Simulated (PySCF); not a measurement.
C6H10F2OSi (SMILES C=C[C@](C=O)(C[SiH3])C(F)F)

```yaml
atoms:
  - { symbol: C, position_ang: [-2.5836, 0.6740, 0.2479] }
  - { symbol: C, position_ang: [-1.7230, 0.0093, -0.5006] }
  - { symbol: C, position_ang: [-0.2877, -0.2687, -0.0907] }
  - { symbol: C, position_ang: [-0.3431, -0.7610, 1.3457] }
  - { symbol: O, position_ang: [-0.0610, -0.1032, 2.3032] }
  - { symbol: C, position_ang: [0.5522, 1.0045, -0.2212] }
  - { symbol: Si, position_ang: [2.4064, 0.8325, 0.2215] }
  - { symbol: C, position_ang: [0.2597, -1.3847, -0.9810] }
  - { symbol: F, position_ang: [1.4391, -1.8596, -0.5135] }
  - { symbol: F, position_ang: [-0.5776, -2.4516, -1.0068] }
  - { symbol: H, position_ang: [-3.5842, 0.8747, -0.0931] }
  - { symbol: H, position_ang: [-2.3244, 1.0506, 1.2237] }
  - { symbol: H, position_ang: [-2.0096, -0.3622, -1.4751] }
  - { symbol: H, position_ang: [-0.7240, -1.7943, 1.4372] }
  - { symbol: H, position_ang: [0.1064, 1.7472, 0.4406] }
  - { symbol: H, position_ang: [0.4447, 1.3884, -1.2378] }
  - { symbol: H, position_ang: [3.1111, 0.2771, -0.9360] }
  - { symbol: H, position_ang: [2.6000, -0.0037, 1.3965] }
  - { symbol: H, position_ang: [2.8751, 2.1996, 0.4571] }
  - { symbol: H, position_ang: [0.4184, -1.0582, -2.0206] }
```

Geometry: GFN2-xTB.

The calculation used PySCF 2.14.0, PBE0/pcSseg-1, SCF density, gas phase, non-relativistic.

What will maps of the electron density and electron localisation function show?

C–Si (1.91 Å): ρ is about 0.9 e/Å³ halfway; the ELF peaks at about 0.95 between the atoms; localised, covalent bonding.
C–H (1.08 Å): the density is about 2.1 e/Å³ at the midpoint; the ELF climbs to about 1 towards the hydrogen, as it does in any bond to H; a covalent bond by its length.

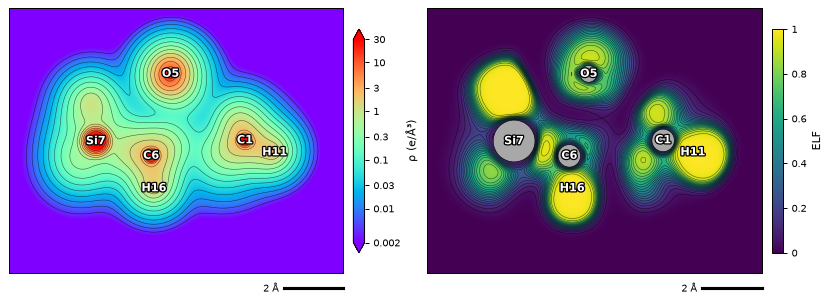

Computed electron density and electron localisation function on the plane of atoms Si7, C6 and H16, in this order. Grey discs cover the atomic cores in the ELF map. 
